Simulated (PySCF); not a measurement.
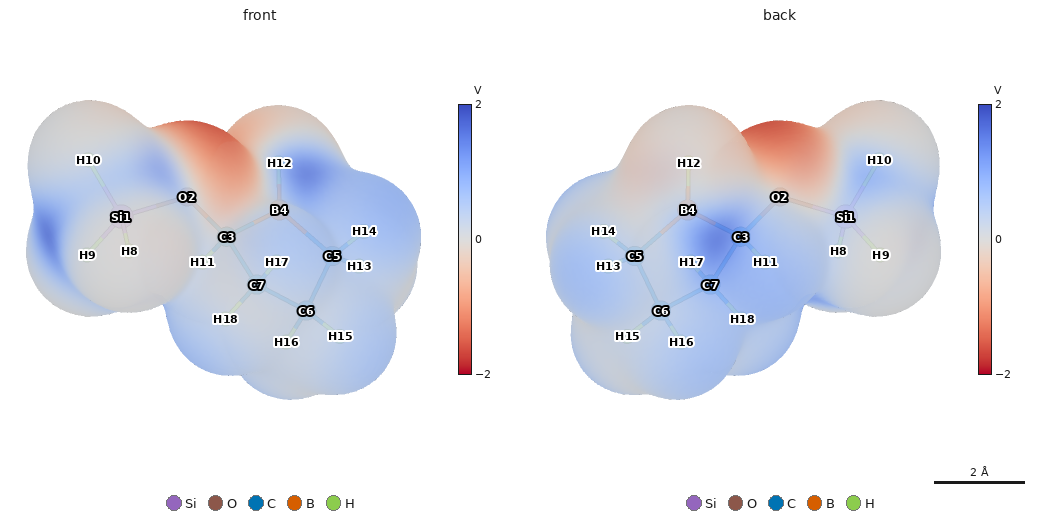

Figure 1: C₄H₁₁BOSi. The molecular electrostatic potential painted on the density surface at 0.002 e/bohr³, seen from the front and from behind; the colour scale runs from red (negative) to blue (positive).

Geometry: PBE0-D3(BJ)/def2-SVP.

The calculation used PySCF 2.14.0, PBE0/pcSseg-1, SCF density, gas phase, non-relativistic.

```xyz
18

Si    3.0246    0.1428   -0.1963
O     1.5424    0.7685    0.2304
C     0.3463    0.0350    0.2544
B    -0.9030    0.6568    0.9774
C    -2.1583    0.1269    0.2121
C    -1.6163   -0.9043   -0.7912
C    -0.1938   -0.4386   -1.1037
H     3.1365   -0.0919   -1.6701
H     3.2504   -1.1620    0.5060
H     4.0469    1.1396    0.2218
H     0.4693   -0.8931    0.8788
H    -0.8759    1.4029    1.9258
H    -3.0448   -0.1778    0.7883
H    -2.4722    1.0443   -0.3372
H    -2.2351   -1.0154   -1.6950
H    -1.5807   -1.8990   -0.3132
H    -0.2130    0.4251   -1.7921
H     0.4237   -1.2178   -1.5803
```

**Describe the electrostatic potential map.**

The most negative region (about −1.5 V) lies over O2, the most positive (about +1.4 V) over Si1 and B4. O2 is the likeliest acceptor of a hydrogen bond.
